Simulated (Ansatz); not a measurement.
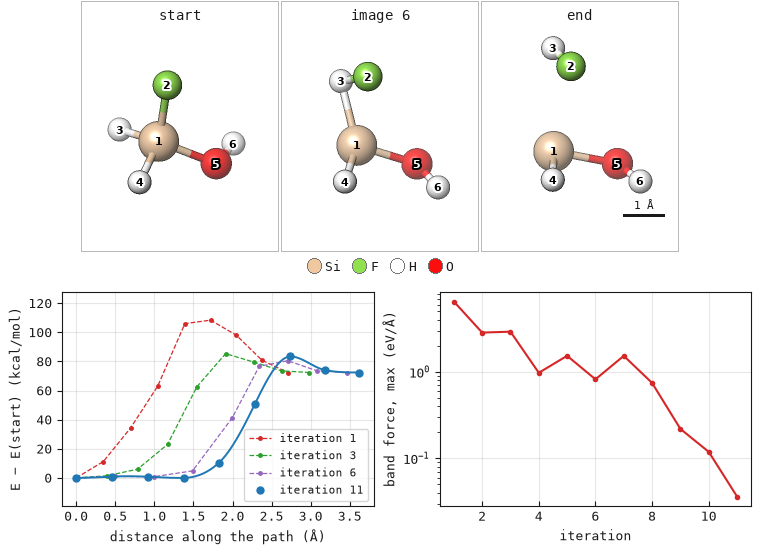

NEB run on SiH3OF. Images are numbered from 0 (start) to 8 (end). The plot follows the band through its iterations. A ball-and-stick model, seen from a free direction.

All numbers below come from RKS B3LYP-D4/def2-SVP (Ansatz). Set-up: 7 movable images; climbing image; force threshold 0.05 eV/Å; iteration limit 60; spring constant 0.5 eV/Å²; starting path through a guess of the saddle point.

**Did the band converge, and can the barrier be trusted?**

The run is converged, with reservations. The band converged in 11 iterations. The largest component of the band force went from 6.5 to 0.036 eV/Å. The climbing image converged on the top of the path. Its curvatures weren't checked. The first iteration put the highest image at 108.4 kcal/mol. The energy climbs by 83.4 kcal/mol to image 6 and then falls by 11.0 kcal/mol, so the end point sits at +72.4 kcal/mol.
